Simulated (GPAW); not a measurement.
# MgNi3C (Pm-3m): the Mg K absorption edge, part 2 of 3

How does the Mg K edge of MgNi3C (Pm-3m) move when the bonds are compressed or stretched?

GPAW 26.7.0; X-ray absorption from dipole matrix elements to empty bands, plane-wave PAW LDA.

So far. Step 2 (Ground state of the crystal): The mesh shows no gap, so the system is treated as a metal and the core electron is put at the Fermi level (neutral cell).

### Step 4. Spectrum with XCH, Mg atom 4

The holes are 5.4 Å apart. In GPAW the data set carries the hole's charge, so charge=0 means a charged cell and charge=-1 a neutral one. The excited electron is kept in the cell, where it fills the lowest empty states and screens the hole. After the field has converged, empty bands are computed with the density fixed and the dipole matrix elements are summed.

The absorber has 12 Ni at 2.69 Å (cuboctahedral, site symmetry m-3m).

The input, xas.py:

```python
import numpy as np
from ase import Atoms
from ase.parallel import parprint, paropen
from gpaw import GPAW, PW, FermiDirac, Mixer, MixerDif, setup_paths
from gpaw.test import gen
setup_paths.insert(0, '.')
gen('Mg', name='fch1s', xcname='LDA', corehole=(1, 0, 1), write_xml=True)
from gpaw.mpi import world
world.barrier()

atoms = Atoms('Ni6Mg2C2',
    cell=[[3.8089, 0, 3.8089],
     [0, 3.8089, 3.8089],
     [-3.8089, 0, 3.8089]],
    scaled_positions=[[0, 0.5, 0.5],
     [0.5, 0.5, 0],
     [0.5, 0, 0],
     [0, 0, 0.5],
     [0, 0.5, 0],
     [0.5, 0.5, 0.5],
     [0, 0, 0],
     [0.5, 0, 0.5],
     [0.25, 0.5, 0.75],
     [0.75, 0.5, 0.25]],
    magmoms=[2.0, 2.0, 2.0, 2.0, 2.0, 2.0, 0.0, 0.0, 0.0, 0.0],
    pbc=True)
atoms.calc = calc = GPAW(legacy_gpaw=True, mode=PW(430), xc='LDA', setups={6: 'fch1s'},
    kpts={'size': (6, 6, 6), 'gamma': True}, occupations=FermiDirac(0.1),
    charge=-1, mixer=MixerDif(0.05, 8, 50), maxiter=150,
    convergence={'density': 0.0001}, txt='scf.txt')
energy = atoms.get_potential_energy() + calc.get_reference_energy()
ef = calc.get_fermi_level()
out = dict(energy=energy, fermi=ef, forces=atoms.get_forces().tolist(), magmoms=atoms.get_magnetic_moments().tolist())
parprint(f'all-electron energy {energy:.4f} eV, Fermi level {ef:.4f} eV')
ev = np.array([[calc.get_eigenvalues(k, s) for k in range(len(calc.get_ibz_k_points()))] for s in range(calc.get_number_of_spins())])
out['homo'], out['lumo'], out['counts'] = ev[ev < ef].max(), ev[ev > ef].min(), sorted(set((ev < ef).sum((0, 2)).tolist()))
out['filled'] = (ev[:, 0] < ef).sum(1).tolist()

from ase.units import Ha
from gpaw.xas import dipole_matrix_elements
nb = int(calc.get_number_of_electrons() / 2) + 99
top, nb = nb, nb + 8 + nb // 12
nscf = calc.fixed_density(kpts={'size': (7, 7, 7), 'gamma': True}, nbands=nb,
    convergence={'bands': top, 'eigenstates': 1e-5}, maxiter=60, txt='nscf.txt')
cell = atoms.cell.array
ops = [cell.T @ U.T @ np.linalg.inv(cell.T) for U in nscf.wfs.kd.symmetry.op_scc]
E = np.arange(-6, 34, 0.1)
fwhm = np.interp(E, [4, 25], [0.9, 3.5])
Y, X, zero, highest = 0, 0, 1e9, 1e9
for spin in range(nscf.get_number_of_spins()):
    wfs = nscf.wfs
    A = dipole_matrix_elements(wfs.setups[6])
    eps = np.zeros((wfs.kd.nibzkpts, nb))
    d = np.zeros((3, A.shape[1], wfs.kd.nibzkpts, nb), complex)
    for kpt in wfs.kpt_u:
        if kpt.s == spin and 6 in kpt.P_ani:
            eps[kpt.k] = kpt.eps_n * Ha
            d[:, :, kpt.k] = (kpt.weight * wfs.nspins / 2) ** 0.5 * np.inner(A, kpt.P_ani[6])
    world.sum(eps)
    world.sum(d)
    T = np.einsum('amkn,bmkn->abkn', d, d.conj()).real
    T = sum(np.einsum('ai,ijkn,bj->abkn', R, T, R) for R in ops) / len(ops)
    empty = eps > ef
    zero, highest = min(zero, eps[empty].min()), min(highest, eps[:, top - 1].min())
    lines = [(eps, T, empty)] if spin == 0 else lines + [(eps, T, empty)]
for eps, T, empty in lines:
    f = np.einsum('aakn->akn', T).reshape(3, -1)
    x = eps.ravel() - zero
    w = np.interp(x, E, fwhm) / 2.35482
    g = np.exp(-0.5 * ((E[:, None] - x) / w) ** 2) / (w * (2 * np.pi) ** 0.5)
    Y = Y + (f * empty.ravel()) @ g.T
    X = X + (f * ~empty.ravel()) @ g.T
out.update(E=E.round(2).tolist(), xas=Y.tolist(), xes=X.tolist(), zero=zero, valid=highest - zero, nk=len(eps), nb=nb)
for i in range(0, len(E), 10):
    parprint(f'{E[i]:7.2f}', *(f'{v:10.3e}' for v in Y[:, i]))
import json
with paropen('out.json', 'w') as f:
    json.dump(out, f)
```

Run with:

```console
> OMP_NUM_THREADS=1 mpirun -n 2 gpaw python xas.py
```

Numbers of over 12 decimals in the logs are rounded to 6 here.

Output:

```text
Input parameters:
  charge: -1
  convergence: {density: 0.0001}
  kpts: {gamma: True,
         size: (6, 6, 6)}
  maxiter: 150
  mixer: {backend: pulay,
          beta: 0.05,
          method: difference,
          nmaxold: 8,
          weight: 50}
  mode: {ecut: 430.0,
         name: pw}
  occupations: {fixmagmom: False,
                name: fermi-dirac,
                width: 0.1}
  setups: {6: fch1s}

Initialize ...

[... PAW data sets ...]

Reference energy: -259379.846372  # eV

Spin-polarized calculation.
Initial magnetic moment: 12.000000

[... convergence settings ...]
Symmetries present (total): 48
  [... symmetry matrices ...]

216 k-points: 6 x 6 x 6 Monkhorst-Pack grid + [1/12,1/12,1/12]
16 k-points in the irreducible part of the Brillouin zone
       k-points in crystal coordinates                weights
   0:     0.00000000    0.00000000    0.00000000          1/216
   1:     0.16666667    0.16666667    0.00000000          8/216
   2:     0.16666667    0.16666667    0.16666667          6/216
   3:     0.33333333    0.16666667    0.00000000         12/216
   4:     0.33333333    0.33333333   -0.33333333         12/216
   5:     0.33333333    0.33333333    0.00000000          8/216
   6:     0.33333333    0.33333333    0.16666667         24/216
   7:     0.33333333    0.33333333    0.33333333          6/216
   8:     0.50000000    0.33333333   -0.33333333         24/216
   9:     0.50000000    0.33333333    0.00000000         24/216
          ...
  15:     0.50000000    0.50000000    0.50000000          3/216

Wave functions: Plane wave expansion
  Cutoff energy: 430.000 eV
  Number of coefficients (min, max): 2214, 2253
  Pulay-stress correction: 0.000000 eV/Ang^3 (de/decut=0.000000)
  Using FFTW library
  Wavefunction extrapolation:
    Improved wavefunction reuse through dual PAW basis

Occupation numbers: Fermi-Dirac:
  width: 0.1000  # eV

Eigensolver
   Davidson(niter=2)

Densities:
  Coarse grid: 27*27*27 grid
  Fine grid: 54*54*54 grid
  Total Charge: 0.000000

Density mixing:
  Method: difference
  Backend: pulay
  Linear mixing parameter: 0.05
  old densities: 8
  Width of damping distribution: 1.1
  Damping of long wavelength oscillations: 50

[... Hamiltonian set-up ...]
Number of atoms: 10
Number of atomic orbitals: 96
Number of bands in calculation: 87
Number of valence electrons: 125
Bands to converge: occupied

... initialized

Initializing position-dependent things.

Density initialized from atomic densities
Creating initial wave functions:
  87 bands from LCAO basis set

         C   Ni   C

         Ni       Ni
            Mg

             Ni
       Ni       Ni

            Mg

Atomic positions and initial magnetic moments

Positions:
   0 Ni    -1.904450    1.904450    3.808900    ( 0.0000,  0.0000,  2.0000)
   1 Ni     1.904450    1.904450    3.808900    ( 0.0000,  0.0000,  2.0000)
   2 Ni     1.904450    0.000000    1.904450    ( 0.0000,  0.0000,  2.0000)
   3 Ni    -1.904450    0.000000    1.904450    ( 0.0000,  0.0000,  2.0000)
   4 Ni     0.000000    1.904450    1.904450    ( 0.0000,  0.0000,  2.0000)
   5 Ni     0.000000    1.904450    5.713350    ( 0.0000,  0.0000,  2.0000)
   6 Mg     0.000000    0.000000    0.000000    ( 0.0000,  0.0000,  0.0000)
   7 Mg     0.000000    0.000000    3.808900    ( 0.0000,  0.0000,  0.0000)
   8 C     -1.904450    1.904450    5.713350    ( 0.0000,  0.0000,  0.0000)
   9 C      1.904450    1.904450    5.713350    ( 0.0000,  0.0000,  0.0000)

Unit cell:
           periodic     x           y           z      points  spacing
  1. axis:    yes    3.808900    0.000000    3.808900    27     0.1629
  2. axis:    yes    0.000000    3.808900    3.808900    27     0.1411
  3. axis:    yes   -3.808900    0.000000    3.808900    27     0.1629

  Lengths:   5.386598   5.386598   5.386598
  Angles:   60.000000  90.000000  60.000000

Effective grid spacing dv^(1/3) = 0.1777

iter:   1   -95.118553                   +12.0796
iter:   2   -97.447034   -0.46  -1.54    +6.2446
iter:   3   -97.695410   -1.03  -1.59    +1.9288
iter:   4   -97.757744   -2.01  -1.85    +1.3115
iter:   5   -97.906849   -2.37  -1.91    +0.1778
iter:   6   -98.031386   -2.60  -2.09    -0.0418
iter:   7   -97.896666   -3.01  -2.26    -0.0157
iter:   8   -97.893642   -3.98  -2.59    -0.0086
iter:   9   -97.884028c  -4.16  -2.80    -0.0075
iter:  10   -97.883830c  -4.90  -3.03    -0.0074
iter:  11   -97.882272c  -4.63  -3.15    -0.0076
iter:  12   -97.882489c  -5.65  -3.98    -0.0075
iter:  13   -97.882222c  -6.21  -3.91    -0.0077
iter:  14   -97.882236c  -7.18  -4.93c   -0.0079
iter:  15   -97.882217c  -7.49c -5.12c   -0.0079

Converged after 15 iterations.

Dipole moment: (0.000000, -0.000000, -0.000000) |e|*Ang

Total magnetic moment: (0.000000, 0.000000, -0.007920)
Local magnetic moments:
   0 Ni ( 0.000000,  0.000000,  0.003877)
   1 Ni ( 0.000000,  0.000000,  0.003877)
   2 Ni ( 0.000000,  0.000000,  0.003877)
   3 Ni ( 0.000000,  0.000000,  0.003877)
   4 Ni ( 0.000000,  0.000000,  0.003877)
   5 Ni ( 0.000000,  0.000000,  0.003877)
   6 Mg ( 0.000000,  0.000000, -0.020354)
   7 Mg ( 0.000000,  0.000000,  0.000227)
   8 C  ( 0.000000,  0.000000,  0.000325)
   9 C  ( 0.000000,  0.000000,  0.000325)

Energy contributions relative to reference atoms: (reference = -259379.846372)

Kinetic:        +47.267094
Potential:      -33.798467
External:        +0.000000
XC:            -111.372898
Entropy (-ST):   -0.188193
Local:           +0.116151
SIC:             +0.000000
--------------------------
Free energy:    -97.976313
Extrapolated:   -97.882217

Spin contamination: 0.894817 electrons
Showing only first 2 kpts
                      Up                     Down
 Kpt  Band  Eigenvalues  Occupancy  Eigenvalues  Occupancy
  0    60      7.10559    0.99970      7.10847    0.99969
  0    61      7.10559    0.99970      7.10847    0.99969
  0    62      7.10559    0.99970      7.10847    0.99969
  0    63      7.31253    0.99763      7.31482    0.99758

  1    60      7.22361    0.99903      7.22479    0.99902
  1    61      7.25586    0.99866      7.25819    0.99863
  1    62      7.42911    0.99245      7.42119    0.99302
  1    63      7.42911    0.99245      7.42119    0.99302

Fermi level: 7.91699

No gap
No difference between direct/indirect transitions

Forces in eV/Ang:
  0 Ni    0.00000   -0.00000    0.00000
  1 Ni    0.00000    0.00000    0.00000
  2 Ni    0.00000    0.00000    0.00000
  3 Ni    0.00000    0.00000    0.00000
  4 Ni    0.00000   -0.00000   -0.00000
  5 Ni    0.00000   -0.00000    0.00000
  6 Mg    0.00000    0.00000    0.00000
  7 Mg   -0.00000   -0.00000   -0.00000
  8 C    -0.00000    0.00000   -0.00000
  9 C     0.00000   -0.00000   -0.00000
Scalar-relativistic atomic LDA calculation for Mg (Magnesium, Z=12)
Core hole in 1s state (1s occupation: 1.0)
450 radial gridpoints.
|------------------------------------------------|
|------------------------------------------------|
[... the atom generator's iteration count ...]

Energy contributions:
-------------------------
Kinetic:     +150.936470
XC:           -12.517816
Potential:   -289.511143
-------------------------
Total:       -151.092490

state      eigenvalue         ekin         rmax
-----------------------------------------------
1s^1.0 :   -50.674449    69.724812        0.084
2s^2.0 :    -4.035788    10.031038        0.518
2p^6.0 :    -2.903993     9.772171        0.430
3s^2.0 :    -0.536168     1.258278        2.050
3p^0.0 :    -0.343172     0.932201        2.381
-----------------------------------------------
(units: Bohr and Hartree)

Generating PAW setup
Kinetic energy of the core from tauc = 69.854286
Cutoffs:
rc(s)=2.060
rc(p)=2.050
rc(d)=1.960
rc(vbar)=2.000
rc(comp)=1.950
rc(nct)=2.060

Kinetic energy of the core states: 69.724812
Charge: 1.0
Core electrons: 1.0
Valence electrons: 10.0
Pseudo-core charge: 0.000000
Shape function alpha=2.630
Pseudo-electron charge 2.585279
state    eigenvalue         norm
--------------------------------
2s(2) :    -4.035788     0.092931
3s(2) :    -0.536168     1.052414
2p(6) :    -2.903993     0.049098
3p(0) :    -0.343172     1.000690
*d    :     0.000000
--------------------------------

Diagonalizing with gridspacing h=0.050

state   all-electron     PAW
-------------------------------
2s:      -4.035788    -4.036322
2p:      -2.903993    -2.904657
*d:                   -0.118527
*f:                   -0.020612
-------------------------------
all-electron energy -259477.7286 eV, Fermi level 7.9170 eV
  -6.00  3.963e-61  3.963e-61  3.963e-61
  -5.00  1.038e-44  1.038e-44  1.038e-44
  -4.00  2.972e-31  2.972e-31  2.972e-31
  -3.00  9.365e-21  9.365e-21  9.365e-21
  -2.00  3.367e-13  3.367e-13  3.367e-13
  -1.00  1.669e-08  1.669e-08  1.669e-08
  -0.00  2.034e-06  2.034e-06  2.034e-06
[...]
31.00  6.161e-06  6.161e-06  6.161e-06
  32.00  7.780e-06  7.780e-06  7.780e-06
  33.00  1.094e-05  1.094e-05  1.094e-05
```

It took 6 min on 2 MPI ranks of Arm Neoverse V1, shared host; peak memory 0.62 GiB.

The Mg K spectrum, Mg atom 4, excited-electron core hole (neutral cell) (energy from the lowest empty level; intensity scaled to a mean of 1 over the first 20 eV):

```
E (eV)  intensity
  -2.0       0.00
  -0.5       0.02
   1.0       0.19
   2.5       0.93
   4.0       1.99
   5.5       1.01
   7.0       0.53
   8.5       0.63
  10.0       0.76
  11.5       0.76
  13.0       0.91
  14.5       1.45
  16.0       1.76
  17.5       1.24
  19.0       0.95
  20.5       0.74
  22.0       0.59
  23.5       0.53
  25.0       0.44
  26.5       0.38
  28.0       0.36
  29.5       0.33
  31.0       0.33
```

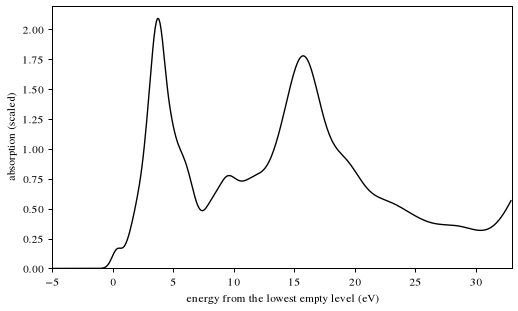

The Mg K edge, Mg atom 4, excited-electron core hole (neutral cell): main maxima at 3.7, 9.6 and 15.7 eV.

Main maxima below 24 eV (height): 3.7 eV (2.09), 9.6 eV (0.78) and 15.7 eV (1.78). A K edge sees empty p states on the absorber.

The total-energy difference is 1293.95 eV. The tabulated edge of the element is 1303 eV. The functional leaves an error in such absolute values: in the free atom LDA prices this hole 6.5 eV below PBE (computed apart), and PBE is itself good to a few eV.

### Step 5. Supercell without a hole, the energy reference

The cell changes for the next run, so it gets a reference energy of its own.

The cell differs from the one that the last finished run ended in (a 5.387 → 5.332 Å, b 5.387 → 5.332 Å, c 5.387 → 5.332 Å).

The input, scf.py:

```python
import numpy as np
from ase import Atoms
from ase.parallel import parprint, paropen
from gpaw import GPAW, PW, FermiDirac, Mixer, MixerDif, setup_paths
from gpaw.test import gen
setup_paths.insert(0, '.')
gen('Mg', name='nch1s', xcname='LDA', corehole=(1, 0, 0), write_xml=True)
from gpaw.mpi import world
world.barrier()

atoms = Atoms('Ni6Mg2C2',
    cell=[[3.77042363, 0, 3.77042363],
     [0, 3.77042363, 3.77042363],
     [-3.77042363, 0, 3.77042363]],
    scaled_positions=[[0, 0.5, 0.5],
     [0.5, 0.5, 0],
     [0.5, 0, 0],
     [0, 0, 0.5],
     [0, 0.5, 0],
     [0.5, 0.5, 0.5],
     [0, 0, 0],
     [0.5, 0, 0.5],
     [0.25, 0.5, 0.75],
     [0.75, 0.5, 0.25]],
    magmoms=[2.0, 2.0, 2.0, 2.0, 2.0, 2.0, 0.0, 0.0, 0.0, 0.0],
    pbc=True)
atoms.calc = calc = GPAW(legacy_gpaw=True, mode=PW(430), xc='LDA', setups={6: 'nch1s'},
    kpts={'size': (6, 6, 6), 'gamma': True}, occupations=FermiDirac(0.1),
    charge=0, mixer=MixerDif(0.05, 8, 50), maxiter=150,
    convergence={'density': 0.0001}, txt='scf.txt')
energy = atoms.get_potential_energy() + calc.get_reference_energy()
ef = calc.get_fermi_level()
out = dict(energy=energy, fermi=ef, forces=atoms.get_forces().tolist(), magmoms=atoms.get_magnetic_moments().tolist())
parprint(f'all-electron energy {energy:.4f} eV, Fermi level {ef:.4f} eV')
ev = np.array([[calc.get_eigenvalues(k, s) for k in range(len(calc.get_ibz_k_points()))] for s in range(calc.get_number_of_spins())])
out['homo'], out['lumo'], out['counts'] = ev[ev < ef].max(), ev[ev > ef].min(), sorted(set((ev < ef).sum((0, 2)).tolist()))
out['filled'] = (ev[:, 0] < ef).sum(1).tolist()
import json
with paropen('out.json', 'w') as f:
    json.dump(out, f)
```

Run with:

```console
> OMP_NUM_THREADS=1 mpirun -n 2 gpaw python scf.py
```

Output:

```text
Input parameters:
  convergence: {density: 0.0001}
  kpts: {gamma: True,
         size: (6, 6, 6)}
  maxiter: 150
  mixer: {backend: pulay,
          beta: 0.05,
          method: difference,
          nmaxold: 8,
          weight: 50}
  mode: {ecut: 430.0,
         name: pw}
  occupations: {fixmagmom: False,
                name: fermi-dirac,
                width: 0.1}
  setups: {6: nch1s}

Initialize ...

[...]
2s(2) :    -2.913890     0.147237
3s(2) :    -0.175717     1.006311
2p(6) :    -1.717103     0.101380
3p(0) :    -0.050476     0.993759
*d    :     0.000000
--------------------------------

Diagonalizing with gridspacing h=0.050

state   all-electron     PAW
-------------------------------
2s:      -2.913890    -2.914469
2p:      -1.717103    -1.717995
*d:                    0.032132
*f:                    0.068122
-------------------------------
all-electron energy -260771.8373 eV, Fermi level 7.8679 eV
[key lines of the parts left out:]
Converged after 13 iterations.
Dipole moment: (0.000000, -0.000000, -0.000000) |e|*Ang
Free energy:    -76.318181
Fermi level: 7.86789
```

It took 2 min on 2 MPI ranks; peak memory 0.43 GiB; 3.9 min of CPU time.

Reference energy: -260771.837 eV with the cores included.

### Step 6. Spectrum with XCH, Mg atom 4

Shorter bonds are expected to push antibonding states and scattering resonances up, and longer ones down; the cell is scaled to test that.

Changed against the first core-hole run: volume scale from 1 to 0.97.

xas.py: that of step 4 with these lines changed.

```diff
@@ -11,5 +11,5 @@
 atoms = Atoms('Ni6Mg2C2',
-    cell=[[3.8089, 0, 3.8089],
-     [0, 3.8089, 3.8089],
-     [-3.8089, 0, 3.8089]],
+    cell=[[3.77042363, 0, 3.77042363],
+     [0, 3.77042363, 3.77042363],
+     [-3.77042363, 0, 3.77042363]],
     scaled_positions=[[0, 0.5, 0.5],
@@ -40,3 +40,3 @@
 from gpaw.xas import dipole_matrix_elements
-nb = int(calc.get_number_of_electrons() / 2) + 99
+nb = int(calc.get_number_of_electrons() / 2) + 97
 top, nb = nb, nb + 8 + nb // 12
```

Run with:

```console
> OMP_NUM_THREADS=1 mpirun -n 2 gpaw python xas.py
```

Output:

```text
Input parameters:
  charge: -1
  convergence: {density: 0.0001}
  kpts: {gamma: True,
         size: (6, 6, 6)}
  maxiter: 150
  mixer: {backend: pulay,
          beta: 0.05,
          method: difference,
          nmaxold: 8,
          weight: 50}
  mode: {ecut: 430.0,
         name: pw}
  occupations: {fixmagmom: False,
                name: fermi-dirac,
                width: 0.1}
  setups: {6: fch1s}

[...]
2s:      -4.035788    -4.036322
2p:      -2.903993    -2.904657
*d:                   -0.118527
*f:                   -0.020612
-------------------------------
all-electron energy -259477.9563 eV, Fermi level 8.3013 eV
  -6.00  4.128e-61  4.128e-61  4.128e-61
  -5.00  1.083e-44  1.083e-44  1.083e-44
  -4.00  3.102e-31  3.102e-31  3.102e-31
  -3.00  9.763e-21  9.763e-21  9.763e-21
[...]
32.00  6.283e-06  6.283e-06  6.283e-06
  33.00  8.463e-06  8.463e-06  8.463e-06
[key lines of the parts left out:]
Converged after 15 iterations.
Dipole moment: (0.000000, -0.000000, -0.000000) |e|*Ang
Free energy:    -98.200721
Fermi level: 8.30132
```

The job ended after 6 min (2 MPI ranks; peak memory 0.68 GiB; 12 min of CPU time).

```
E (eV)  first run  this run
  -2.0       0.00      0.00
  -1.0       0.00      0.00
   0.0       0.11      0.11
   1.0       0.19      0.19
   2.0       0.59      0.55
   3.0       1.47      1.34
   4.0       1.99      2.10
   5.0       1.19      1.24
   6.0       0.89      0.92
   7.0       0.53      0.59
   8.0       0.55      0.54
   9.0       0.72      0.69
  10.0       0.76      0.77
  11.0       0.74      0.72
  12.0       0.79      0.75
  13.0       0.91      0.83
  14.0       1.24      1.09
  15.0       1.65      1.49
  16.0       1.76      1.76
  17.0       1.44      1.59
  18.0       1.09      1.23
  19.0       0.95      1.02
  20.0       0.82      0.89
  21.0       0.67      0.75
  22.0       0.59      0.64
  23.0       0.55      0.59
  24.0       0.50      0.54
  25.0       0.44      0.48
  26.0       0.39      0.42
  27.0       0.37      0.38
  28.0       0.36      0.36
  29.0       0.35      0.35
  30.0       0.32      0.33
  31.0       0.33      0.31
  32.0       0.42      0.34
```

The scaled spectrum changes by 8 % r.m.s. The highest intensity below 16 eV goes from 3.7 eV (2.09) to 3.8 eV (2.14).

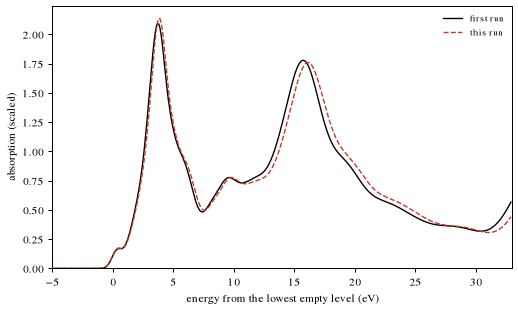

The effect of the change (volume scale from 1 to 0.97).

The photon energy of the zero moves by -0.07 eV.

[end of part 2 of 3]

[Banner, clock and machine lines of the logs are left out without a mark of their own.]

[Logs are printed without paths, hosts, clocks, repeated set-up lines and the standing remarks that a program may print on its own settings, such as how far it seeks lower states.]

[Hosts, paths, dates, database ids (printed as entryN), source tags and the programs' standing remarks are cut or masked in the printed files.]

[Lists of maxima count a maximum above −3 eV only where it reaches 4 % of the highest in the window and stands out from its surroundings by 2 % of it (1.5 % where it reaches 55 %); shoulders and weaker maxima are passed over, and of the rest the first, up to two pre-edge ones and the few strongest are named.]
